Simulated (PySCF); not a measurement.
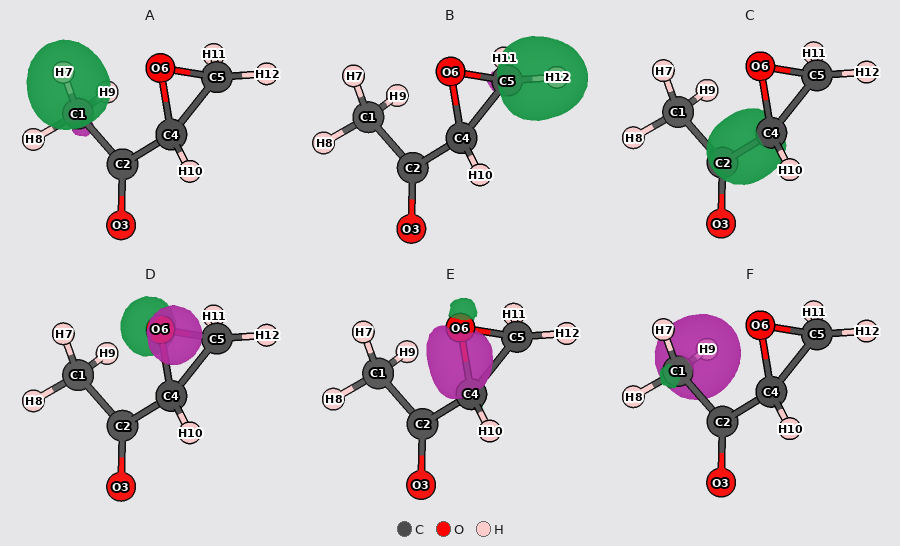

C4H6O2, SMILES `CC(=O)C1CO1`. Pipek–Mezey orbitals, occupied; each surface holds about 70 % of the orbital's density. Energies are diagonal elements of the Fock matrix.

Computed with PySCF, ωB97X/6-31G*, geometry: GFN2-xTB. No frequency check shows the geometry to be a minimum.

> Identify each orbital.

By panel:
- A: σ bond C1–H7 (C1 56 %, H7 43 %; −16.5 eV)
- B: σ bond C5–H12 (C5 56 %, H12 43 %; −17.5 eV)
- C: σ bond C4–C2 (C4 50 %, C2 49 %; −19.3 eV)
- D: lone pair on O6 (p-type) (O6 95 %; −12.1 eV)
- E: σ bond O6–C4 (O6 61 %, C4 37 %; −21.6 eV)
- F: σ bond C1–H9 (C1 55 %, H9 43 %; −16.6 eV)

Cost of the run: 13 s on 1 thread of Arm Neoverse V2, on a shared host, peak memory 0.47 GiB.
